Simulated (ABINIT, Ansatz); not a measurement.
# Li3HSe (Pm-3m): modes at Γ and the response to a field, part 2 of 2

Which modes does Li3HSe (Pm-3m) have at the zone centre?

ABINIT 10.8.3; DFT LDA, scalar-relativistic, plane waves, PseudoDojo norm-conserving pseudopotentials.

So far. Step 5 (Linear response at Γ): The acoustic modes at Γ come out as far as 2.3 cm⁻¹ from zero, where they should vanish, a small numerical error; the Born charges miss their sum rule by 0.018 e, which is good. The lowest optical mode is imaginary, 388i cm⁻¹, an instability at this level and on this k mesh. The relaxed cell has a = 4.681 Å (conventional setting).

### Step 6. Modes with the sum rule

anaddb reads the merged derivatives and imposes the acoustic sum rule.

Contents of anaddb.abi:

```
ddb_filepath "gamma_DDB"
output_file "anaddb.abo"
outdata_prefix "anaddb"
asr 1
chneut 1
enunit 2
eivec 1
nph1l 1
qph1l 0.0 0.0 0.0 1.0
dieflag 1
nph2l 3
qph2l 
    1.0 0.0 0.0 0.0
    0.0 0.0 1.0 0.0
    1.0 1.0 1.0 0.0
```

Contents of mrgddb.in:

```
gamma_DDB
merged
2
dfpt_gammao_DS2_DDB
gso_DDB
```

The run is started by

```
> mrgddb < mrgddb.in > mrgddb.log
> OMP_NUM_THREADS=1 anaddb anaddb.abi > anaddb.log
```

anaddb.abo, the main output file:

```text
[banners, grids, parts of the stress and lines that vanish by symmetry left out]
-outvars_anaddb: echo values of input variables ----------------------

 Flags :
[...]
Dielectric Tensor and Effective Charges
[...]
Effective charge tensors after
[...]
Phonon wavevector (reduced coordinates) :  0.00000  0.00000  0.00000
 Phonon energies in Hartree :
[...]
Phonon energies in meV     :
- -4.804379E+01 -4.804379E+01 -4.804379E+01 -1.761000E+01 -1.761000E+01
- -1.761000E+01  0.000000E+00  0.000000E+00  0.000000E+00  2.768096E+01
-  2.768096E+01  2.768096E+01  7.052655E+01  7.052655E+01  7.052655E+01
 Phonon frequencies in cm-1    :
- -3.874993E+02 -3.874993E+02 -3.874993E+02 -1.420342E+02 -1.420342E+02
- -1.420342E+02  0.000000E+00  0.000000E+00  0.000000E+00  2.232620E+02
-  2.232620E+02  2.232620E+02  5.688350E+02  5.688350E+02  5.688350E+02
 Phonon frequencies in Thz     :
- -1.161694E+01 -1.161694E+01 -1.161694E+01 -4.258079E+00 -4.258079E+00
- -4.258079E+00  0.000000E+00  0.000000E+00  0.000000E+00  6.693225E+00
-  6.693225E+00  6.693225E+00  1.705324E+01  1.705324E+01  1.705324E+01
 Phonon energies in Kelvin  :
- -5.575251E+02 -5.575251E+02 -5.575251E+02 -2.043556E+02 -2.043556E+02
- -2.043556E+02  0.000000E+00  0.000000E+00  0.000000E+00  3.212241E+02
-  3.212241E+02  3.212241E+02  8.184267E+02  8.184267E+02  8.184267E+02
[...]
-  1  0.00000000E+00  1.67340467E-06  1.91452596E-02
-     0.00000000E+00  0.00000000E+00  0.00000000E+00
-  2  0.00000000E+00  0.00000000E+00  3.42764572E-04
-     0.00000000E+00  0.00000000E+00  0.00000000E+00
-  3  0.00000000E+00 -3.05162534E-07  3.03245053E-04
-     0.00000000E+00  0.00000000E+00  0.00000000E+00
-  4  0.00000000E+00  0.00000000E+00 -3.49133478E-03
-     0.00000000E+00  0.00000000E+00  0.00000000E+00
-  5  0.00000000E+00 -3.05162534E-07 -3.49133478E-03
-     0.00000000E+00  0.00000000E+00  0.00000000E+00
[...]
-  1  8.46893651E-07 -1.91452596E-02  1.67340408E-06
-     0.00000000E+00  0.00000000E+00  0.00000000E+00
-  2  0.00000000E+00 -3.42764572E-04  0.00000000E+00
-     0.00000000E+00  0.00000000E+00  0.00000000E+00
-  3 -1.54439758E-07  3.49133478E-03  0.00000000E+00
-     0.00000000E+00  0.00000000E+00  0.00000000E+00
-  4 -1.54439758E-07 -3.03245053E-04 -3.05162425E-07
-     0.00000000E+00  0.00000000E+00  0.00000000E+00
-  5  0.00000000E+00  3.49133478E-03 -3.05162425E-07
-     0.00000000E+00  0.00000000E+00  0.00000000E+00
[...]
-  1  1.91452597E-02  8.46892478E-07  0.00000000E+00
-     0.00000000E+00  0.00000000E+00  0.00000000E+00
-  2  3.42764573E-04  0.00000000E+00  0.00000000E+00
-     0.00000000E+00  0.00000000E+00  0.00000000E+00
-  3 -3.49133479E-03 -1.54439544E-07  0.00000000E+00
-     0.00000000E+00  0.00000000E+00  0.00000000E+00
[...]
-     0.00000000E+00  0.00000000E+00  0.00000000E+00
[...]
-  1  9.26647112E-04  0.00000000E+00  0.00000000E+00
-     0.00000000E+00  0.00000000E+00  0.00000000E+00
-  2  6.75701181E-04  0.00000000E+00  0.00000000E+00
-     0.00000000E+00  0.00000000E+00  0.00000000E+00
-  3  3.74115259E-04  0.00000000E+00  0.00000000E+00
-     0.00000000E+00  0.00000000E+00  0.00000000E+00
-  4  3.74115259E-04  0.00000000E+00  0.00000000E+00
-     0.00000000E+00  0.00000000E+00  0.00000000E+00
-  5 -8.56949126E-03  0.00000000E+00  0.00000000E+00
-     0.00000000E+00  0.00000000E+00  0.00000000E+00
[...]
-     1         -0.000001    -0.000153    -1.747326     1.747326
-     2         -0.000077     1.747326    -0.000153     1.747326
[...]
-     8          0.000000    -0.000001    -0.000000     0.000001
-     9          0.000001     0.000000    -0.000000     0.000001
-    10         -0.000000     0.000003    -0.568062     0.568062
-    11         -0.000007    -0.568062    -0.000003     0.568062
-    12         -0.568062     0.000007     0.000000     0.568062
-    13         -0.000000     0.000000    -1.445467     1.445467
-    14         -0.000003     1.445467     0.000000     1.445467
-    15         -1.445467    -0.000003     0.000000     1.445467
[...]
-   1     Real    0.0000E+00  9.1232E-12  1.1942E-03  7.2995E-14  8.3513E-10  1.0438E-07  1.1942E-03
[...]
-   2     Real    2.3367E-12  1.1942E-03  9.1232E-12 -5.2825E-08  4.6172E-12 -1.0438E-07  1.1942E-03
[...]
-   3     Real    1.1942E-03  2.3367E-12  0.0000E+00  5.2824E-08 -8.3975E-10 -3.7146E-14  1.1942E-03
[...]
-   4     Real    0.0000E+00  0.0000E+00  0.0000E+00  0.0000E+00  0.0000E+00  0.0000E+00  0.0000E+00
[...]
-   5     Real    0.0000E+00  0.0000E+00  0.0000E+00  0.0000E+00  0.0000E+00  0.0000E+00  0.0000E+00
[...]
-   6     Real    0.0000E+00  0.0000E+00  0.0000E+00  0.0000E+00  0.0000E+00  0.0000E+00  0.0000E+00
[...]
-   7     Real    0.0000E+00  0.0000E+00  0.0000E+00  0.0000E+00  0.0000E+00  0.0000E+00  0.0000E+00
[...]
-   8     Real    0.0000E+00  0.0000E+00  0.0000E+00  0.0000E+00  0.0000E+00  0.0000E+00  0.0000E+00
[...]
-   9     Real    0.0000E+00  0.0000E+00  0.0000E+00  0.0000E+00  0.0000E+00  0.0000E+00  0.0000E+00
[...]
-  10     Real    0.0000E+00  0.0000E+00  6.9670E-05  0.0000E+00  1.1826E-11 -3.6220E-10  6.9670E-05
[...]
-  11     Real    1.0895E-14  6.9670E-05  0.0000E+00  8.7125E-10  0.0000E+00  3.6220E-10  6.9670E-05
[...]
-  12     Real    6.9670E-05  1.0895E-14  0.0000E+00 -8.7125E-10 -1.1831E-11  0.0000E+00  6.9670E-05
[...]
-  13     Real    0.0000E+00  0.0000E+00  1.5677E-04  0.0000E+00  0.0000E+00  0.0000E+00  1.5677E-04
[...]
-  14     Real    0.0000E+00  1.5677E-04  0.0000E+00 -2.8084E-10  0.0000E+00  0.0000E+00  1.5677E-04
[...]
-  15     Real    1.5677E-04  0.0000E+00  0.0000E+00  2.8084E-10  0.0000E+00  0.0000E+00  1.5677E-04
[...]
could try to raise your convergence parameters (ecut and k-points).
[...]
could try to raise your convergence parameters (ecut and k-points).
[...]
...

 abinit_abort: decision taken to exit. Check above messages for more info
```

Run time: 0.53 s. Hardware: 1 thread of Arm Neoverse V1, shared host.

The program refused the input: “The lowest mode appears to be a "true" negative mode, and not an acoustic mode”.

With an imaginary mode the lattice part of the dielectric tensor has no meaning; dieflag 2 would ask for the electronic part alone. The modes stand as the response run printed them.

### Step 7. The same in Ansatz

A second program on the same cell, potentials, cutoff and meshes tests the implementation of the phonon response, not its convergence. Its field response is summed in its own way.

This step: DFT LDA, scalar-relativistic, plane waves, PseudoDojo norm-conserving pseudopotentials (Ansatz 0.2.0).

Contents of input.yaml:

```yaml
crystal:
  lattice:
    - [4.6807614642, 0.0, 0.0]
    - [0.0, 4.6807614642, 0.0]
    - [0.0, 0.0, 4.6807614642]
  atoms:
    - { symbol: H, position: [0.0, 0.0, 0.0] }
    - { symbol: Se, position: [0.5, 0.5, 0.5] }
    - { symbol: Li, position: [0.5, 0.5, 0.0] }
    - { symbol: Li, position: [0.5, 0.0, 0.5] }
    - { symbol: Li, position: [0.0, 0.5, 0.5] }
kpoints:
  mp_grid: { grid: [4, 4, 4] }
hamiltonian:
  xc: lda
  pseudopotentials: { kind: nc, accuracy: standard }
scf:
  occupations: { method: fixed }
output:
  eigenvalues: true
basis:
  ecutwfc: 1061.244
phonons:
  method: dfpt
  dielectric: true
  rigid_motions: translations
```

The run is started by

```
> ansatz run input.yaml --threads 4 --pin off --max-ram 8192MiB --backend cpu --events-out ev --progress --plain --runs-dir out
```

The program printed:

```text
Warning: basis.ecutwfc = 1061.244 eV is below the records' recommended 1170.089609 eV, and the density's cutoff is lower with it unless basis.ecutrho_ratio is high enough to keep the records' density cutoff: compare with a run at a higher cutoff
Engine: ansatz 0.2.0, aarch64-unknown-linux-gnu
Pseudopotentials: kind: nc
Pseudopotential: H, nc, valence charge 1, recommended cutoff 1006.821291 eV (normal), H.nc.azcp (PseudoDojo's, or run here from an input of PseudoDojo's; its table is named by hamiltonian.pseudopotentials.accuracy)
Pseudopotential: Se, nc, valence charge 16, recommended cutoff 1170.089609 eV (normal), Se.nc.azcp (PseudoDojo's, or run here from an input of PseudoDojo's; its table is named by hamiltonian.pseudopotentials.accuracy)
Pseudopotential: Li, nc, valence charge 3, recommended cutoff 1006.821291 eV (normal), Li.nc.azcp (PseudoDojo's, or run here from an input of PseudoDojo's; its table is named by hamiltonian.pseudopotentials.accuracy)
Functional definition: SPW92
  exchange = slater_x
  correlation = pw_c
Crystal: 5 atoms, lattice volume = 102.553 Å³
Basis set: ecut = 1061.244 eV, 8121 PW (Γ), exchange–correlation on 100×100×100 points (8 copies of the dense FFT grid, shifted against one another)
Bands: 18, of which v1, the nominal top of the filled ones, is band 13 counted from 1 (12 counted from 0)
Symmetry: 48 space group operations
k-points: 30 of 64 (irreducible under 2 space group operations, time reversal used)
Non-local potential: H, projectors of the file, l = 0: 2, l = 1: 1
Non-local potential: Se, projectors of the file, l = 0: 2, l = 1: 2, l = 2: 2
Non-local potential: Li, projectors of the file, l = 0: 2, l = 1: 2
Initial density: superposition of atomic densities (chi_scale 0.1, normalization cell), built separately for each of the 2 bonded fragments (scf.initial_density.interfragment_charge_transfer: auto; true builds it for the cell as a whole; a typed value also counts as a typed key of the start: scf.initial_density.chi_scale says what that changes, if anything)
Initial wavefunctions: pseudopotential atomic-orbital guess
Functional: x = slater, c = lda
SCF iter   1: F=—  HF=-3897.033941 eV  |F-HF|=—  |Δ(HF+E_count)|=         —  Δρ=3.93e-2  dr2=1.55e0  ethr=3.10e-3  ⟨swp⟩=5.2  Hψ=2488  notcnv=0  defer=69
preconditioner: auto → Resta (q_TF=auto, 2.171 Å⁻¹)  ε∞=3.3  [insulator: Δε(μ)=2.282 eV  Ē_g=6.783 eV  n_scr=18 (ndim 8)  ℏωp=10.4 eV  f_vac=0.000  ε∞_Penn≈3.3]
SCF iter   2: F=—  HF=-3896.606275 eV  |F-HF|=—  |Δ(HF+E_count)|=   4.28e-1  Δρ=1.68e-2  dr2=2.93e-1  ethr=3.10e-3  ⟨swp⟩=2.3  Hψ=869  notcnv=0  defer=74
SCF iter   3: F=—  HF=-3896.535262 eV  |F-HF|=—  |Δ(HF+E_count)|=   7.10e-2  Δρ=4.40e-3  dr2=2.46e-2  ethr=1.13e-3  ⟨swp⟩=2.1  Hψ=647  notcnv=0  defer=75
SCF iter   4: F=—  HF=-3896.538459 eV  |F-HF|=—  |Δ(HF+E_count)|=   3.20e-3  Δρ=8.98e-4  dr2=6.85e-4  ethr=9.46e-5  ⟨swp⟩=3.1  Hψ=949  notcnv=0  defer=82
SCF iter   5: F=—  HF=-3896.538741 eV  |F-HF|=—  |Δ(HF+E_count)|=   2.82e-4  Δρ=2.66e-4  dr2=6.82e-5  ethr=2.64e-6  ⟨swp⟩=3.0  Hψ=999  notcnv=0  defer=82
SCF iter   6: F=—  HF=-3896.538748 eV  |F-HF|=—  |Δ(HF+E_count)|=   6.80e-6  Δρ=5.85e-5  dr2=3.16e-6  ethr=2.62e-7  ⟨swp⟩=2.0  Hψ=660  notcnv=0  defer=74
SCF iter   7: F=—  HF=-3896.538737 eV  |F-HF|=—  |Δ(HF+E_count)|=   1.05e-5  Δρ=9.70e-6  dr2=8.49e-8  ethr=1.22e-8  ⟨swp⟩=2.8  Hψ=785  notcnv=0  defer=64
SCF iter   8: F=—  HF=-3896.538393 eV  |F-HF|=—  |Δ(HF+E_count)|=   3.44e-4  Δρ=1.42e-6  dr2=6.71e-10  ethr=3.27e-10  ⟨swp⟩=2.7  Hψ=786  notcnv=0  defer=56
SCF iter   9: F=-3896.538393 eV  HF=-3896.538393 eV  |F-HF|=2.73e-12  |Δ(HF+E_count)|=  3.87e-10  Δρ=1.86e-7  dr2=1.75e-11  ethr=1.00e-12  ⟨swp⟩=15.2  Hψ=4067  notcnv=0
SCF 1 converged in 9 iterations: F = -3896.538393 eV  dr2 = 1.75e-11
DFPT response loops at Γ: preconditioner auto → none (the input reference at scf.mixing.eps_inf says where Resta's filter doesn't serve); β = 0.50; Broyden in place of MSR1
── the response to a field inside a basis, on 4×4×4 k-points: an SCF that follows is theirs, and a resumed run solves both again ──
Bands: 14, of which v1, the nominal top of the filled ones, is band 13 counted from 1 (12 counted from 0)
k-points: 4 of 64
Initial density: handed on by an earlier stage of this run
Initial wavefunctions: pseudopotential atomic-orbital guess (no wavefunctions were taken with the density)
Eigensolver: Dense (4 Hₖ)
SCF iter   1: F=—  HF=-3896.536026 eV  |F-HF|=—  |Δ(HF+E_count)|=         —  Δρ=2.61e-4  dr2=1.65e-5  ethr=1.00e-1
preconditioner: auto → Resta (q_TF=auto, 2.171 Å⁻¹)  ε∞=4.9  [insulator: Δε(μ)=2.458 eV  Ē_g=5.251 eV  n_scr=18 (ndim 8)  ℏωp=10.4 eV  f_vac=0.013  ε∞_Penn≈4.9]
SCF iter   2: F=—  HF=-3896.536021 eV  |F-HF|=—  |Δ(HF+E_count)|=   5.41e-6  Δρ=1.16e-4  dr2=2.83e-6  ethr=6.33e-8
SCF iter   3: F=-3896.536020 eV  HF=-3896.536020 eV  |F-HF|=1.73e-8  |Δ(HF+E_count)|=   8.25e-7  Δρ=1.40e-5  dr2=7.92e-8  ethr=1.09e-8
SCF 1 converged in 3 iterations: F = -3896.536020 eV  dr2 = 7.92e-8
DFPT response loops at Γ: mixed as the last ones told, above
WARN: field response: ε∞ stands inside a basis, on 4×4×4 points; the force constants stand on the 4×4×4 k-mesh, whose period is 10.55 times the interband length at k = (-0.5000, -0.5000, -0.5000), direct gap 1.908 eV, under 14: take them and everything formed from them as unconverged, and compare with a denser kpoints.mp_grid
SCF converged after 9 iterations
Free energy (F): -3896.538393 eV
Harris-Foulkes:  -3896.538393 eV  (|F-HF|=2.73e-12)
Internal energy: -3896.538393 eV  (E = F + TS)
E sigma→0 (E₀):  -3896.538393 eV
Fermi energy:    1.231824 eV
--- Per-component energies (eV) ---
  E_band       = -751.327362
  E_kinetic    = 2561.607892
  E_local      = -4147.152485  (includes V_loc(G=0)·N_el)
  E_nonlocal   = -1750.990719
  E_hartree    = 1614.324053
  E_xc         = -788.395239
  E_vxc        = -643.440304  (∫ρ·V_xc dr)
  E_ewald      = -1385.931895
  E_smearing   = -0.000000  (= −TS)
  E_closure    = -0.000000  (closes the sum)
  Σ components = -3896.538393   (vs F -3896.538393, Δ=0.00e0)
--- Band table (eV; the first three rows and the last of 30) ---
  k-point 0: bands = [... 9 lower, -1.6693, -1.6693, -1.6693, -0.1803, 5.7404, 6.3197, 6.3197, 7.3966, ... 1 higher]
  k-point 1: bands = [... 9 lower, -1.9804, -1.5881, -1.5881, 0.5069, 4.6054, 6.4663, 6.4663, 6.4951, ... 1 higher]
  k-point 2: bands = [... 9 lower, -2.1796, -1.5017, -1.5017, 1.2318, 3.6325, 5.7485, 5.7485, 6.7780, ... 1 higher]
  k-point 29: bands = [... 9 lower, -1.2957, -1.2957, -1.2957, 1.0683, 2.9760, 2.9760, 2.9760, 9.0059, ... 1 higher]
--- Phonons (Γ-DFPT): 4 representative perturbations + reference, on 30 of 64 k-points (Σ response iterations 15) ---
  k mesh reduced under 2 symmetry operations, with k and −k counted as one. Each operation leaves every solved perturbation unchanged. A smaller set is not considered because the run solves the response to a homogeneous field
  ASR residual: 2.191e-4 → 0.000e0 eV/Å²; symmetrization residual: 2.995e-6 eV/Å²
  ASR residual per site (eV/Å²): 1.34e-5 2.19e-4 5.74e-5 5.74e-5 5.74e-5
  Γ frequencies (cm⁻¹): -387.28 -387.28 -387.28 -142.03 -142.03 -142.03 0.00 0.00 0.00 223.32 223.32 223.32 568.86 568.86 568.86
  ε∞ (high-frequency dielectric tensor):
        4.241453     0.000000     0.000000
        0.000000     4.241453     0.000000
        0.000000     0.000000     4.241453
  softest optical mode at Γ: -387.28 cm⁻¹; the repairs (sum rule, projections) moved no ω² at Γ by more than (3.97 cm⁻¹)²
  Born effective charges Z* (e; rows j = field, columns β = displacement):
    site 0:
        -1.40206   -0.00000    0.00000
        -0.00000   -1.40206    0.00000
        -0.00000    0.00000   -1.40206
    site 1:
        -1.77127    0.00000    0.00000
        -0.00000   -1.77127   -0.00000
        -0.00000    0.00000   -1.77127
    site 2:
         0.96122   -0.00000    0.00000
         0.00000    0.96122   -0.00000
         0.00000    0.00000    1.25090
    site 3:
         0.96122    0.00000    0.00000
         0.00000    1.25090   -0.00000
        -0.00000    0.00000    0.96122
    site 4:
         1.25090   -0.00000    0.00000
        -0.00000    0.96122    0.00000
        -0.00000    0.00000    0.96122
  Z* charge neutrality: 5.395e-3 e pre-enforcement
  solved inside a basis spanned on kpoints, on 4×4×4 k-points, its susceptibility summed on 8×8×8: ε∞ is read to err by 1.3e-2, Z* by 1.9e-2 e (field_mesh: kpoints solves on kpoints); Z* is corrected for what the basis lacks
  optical modes at Γ without the LO–TO term, one row a degenerate level:
      ω (cm⁻¹)  modes    IR ((D/Å)²/amu)
       -387.28      3           143.9576
       -142.03      3             0.0000
        223.32      3             8.0977
        568.86      3            19.7046
  optical modes at Γ + LO–TO along q̂ = [1.0000, 0.0000, 0.0000]:
      ω (cm⁻¹)  modes    IR ((D/Å)²/amu)
       -387.28      2            95.9717
       -142.03      3             0.0000
        109.47      1            11.0117
        223.32      2             5.3985
        326.85      1            24.4744
        568.86      2            13.1364
        620.81      1            21.7672
  optical modes at Γ + LO–TO along q̂ = [0.0000, 1.0000, 0.0000]:
      ω (cm⁻¹)  modes    IR ((D/Å)²/amu)
       -387.28      2            95.9717
       -142.03      3             0.0000
        109.47      1            11.0117
        223.32      2             5.3985
        326.85      1            24.4744
        568.86      2            13.1364
        620.81      1            21.7672
  optical modes at Γ + LO–TO along q̂ = [0.0000, 0.0000, 1.0000]:
      ω (cm⁻¹)  modes    IR ((D/Å)²/amu)
       -387.28      2            95.9717
       -142.03      3             0.0000
        109.47      1            11.0117
        223.32      2             5.3985
        326.85      1            24.4744
        568.86      2            13.1364
        620.81      1            21.7672
```

Wall time 35 s (4 threads); peak memory 1.1 GiB.

This step gave:

* sum-rule residual before enforcement: 2.19e-4 eV/Å²
* miss of the charge sum rule: 0.005395 e
* estimated error of the dielectric tensor: 0.01253
* estimated error of the Born charges: 0.01890 e
* highest optical zone-centre mode (no LO-TO term): 568.9 cm⁻¹
* lowest optical zone-centre mode: -387.3 cm⁻¹
* mean high-frequency dielectric constant: 4.242
* largest Born charge in size (third of the trace): 1.771 e
* highest mode moved by the LO-TO term: 620.8 cm⁻¹

Transverse modes; imaginary modes left out. Infrared lines, with heights relative to the strongest:

```
position (cm⁻¹)  label  IR intensity ((D/Å)²/amu), degenerate modes summed, relative
            223    T1u                                                            41
            569    T1u                                                           100
```

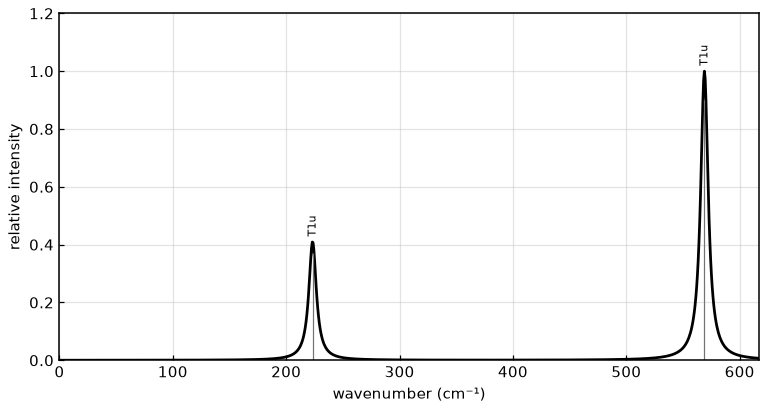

The infrared spectrum, broadened with Lorentzians of width 8 cm⁻¹; bars mark the lines.

The log warns that the force constants on this k mesh are to be taken as unconverged.

### Step 8. The two compared: ABINIT PseudoDojo and Ansatz, PseudoDojo

Numbers from this step:

- root-mean-square difference: 0.11 cm⁻¹
- largest difference: 0.22 cm⁻¹

The 12 of 12 modes that differ most. Frequencies side by side:

```
q (reciprocal lattice)  mode  ABINIT PseudoDojo (cm⁻¹)  Ansatz, PseudoDojo (cm⁻¹)
                 0 0 0     1                    -387.5                     -387.3
                 0 0 0     2                    -387.5                     -387.3
                 0 0 0     3                    -387.5                     -387.3
                 0 0 0     4                      -142                       -142
                 0 0 0     5                      -142                       -142
                 0 0 0     6                      -142                       -142
                 0 0 0    10                     223.3                      223.3
                 0 0 0    11                     223.3                      223.3
                 0 0 0    12                     223.3                      223.3
                 0 0 0    13                     568.8                      568.9
                 0 0 0    14                     568.8                      568.9
                 0 0 0    15                     568.8                      568.9
```

The two runs side by side. Further quantities:

```
                                                                               quantity  ABINIT PseudoDojo  Ansatz, PseudoDojo
                                                                                mean ε∞              4.358               4.242
largest Born charge in size (e; the first before, the second after the charge sum rule)              1.767               1.771
```

At the zone centre the largest difference (acoustic modes at Γ apart) is 0.04 % of the highest mode; ε∞ differs by 2.7 %.

### Step 9. Outcome

```
space group after relaxation                     : Pm-3m
volume per atom                                  : 20.5 Å³
highest optical zone-centre mode (no LO-TO term) : 568.8 cm⁻¹
lowest optical zone-centre mode                  : -387.5 cm⁻¹
mean high-frequency dielectric constant          : 4.36
largest Born charge in size (third of the trace) : 1.77 e
largest difference from Ansatz, PseudoDojo       : 0.22 cm⁻¹
```

What this shows: At the LDA level the optical modes of Li3HSe (Pm-3m) at the zone centre (no LO-TO term) run from 388i to 569 cm⁻¹, so the structure is a saddle point, with 6 modes beyond 10i cm⁻¹ there. ABINIT PseudoDojo and Ansatz, PseudoDojo agree to 0.22 cm⁻¹ (0.04 % of the highest mode compared) on all solved modes but the acoustic ones at Γ, without the LO-TO term. These are harmonic frequencies at zero temperature: anharmonic shifts and linewidths and thermal expansion are left out. Ansatz warns that the cutoff lies 9 % under the one recommended for these files; agreement at one cutoff is not convergence. Ansatz's log warns that force constants on this k mesh are to be taken as unconverged, an error that the frequencies of both programs share. The structure is a hypothetical one, built on a prototype.

[Host names and launcher messages were left out of these logs when they were recorded.]

[Logs are printed without paths, hosts, clocks, repeated set-up lines and the standing remarks that a program may print on its own settings, such as how far it seeks lower states.]

[Hosts, paths, dates, database ids (printed as entryN), source tags and the programs' standing remarks are cut or masked in the printed files.]
